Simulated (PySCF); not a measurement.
C₂H₁₀GeO₂Si, SMILES C[Si](O)(O)[CH2][GeH3] at its GFN2-xTB optimised geometry (Å):

```
16

Si     1.7290    -0.3559     1.6085
C      1.1420     1.4339     1.8692
O      3.3457    -0.4630     1.4766
O      1.3374    -1.2789     2.9016
C      1.0180    -1.0699     0.0000
Ge    -0.9373    -1.0699     0.0000
H      1.5201     2.0900     1.0922
H      1.4824     1.8267     2.8231
H      0.0572     1.5005     1.8532
H      3.8767    -0.5179     2.2661
H      0.4205    -1.4183     3.1200
H      1.3748    -0.4984    -0.8535
H      1.3754    -2.0900    -0.1292
H     -1.5109    -1.7833    -1.1890
H     -1.5201     0.3093     0.0000
H     -1.5020    -1.7561     1.2128
```

Calculation: CAM-B3LYP/def2-TZVP in PySCF.

Map of the electron localisation function on the plane z = 0.6 Å:

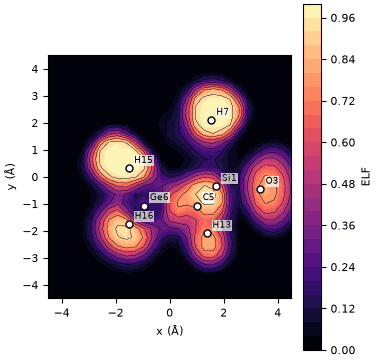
*Electron localisation function on the plane z = 0.6 Å.*
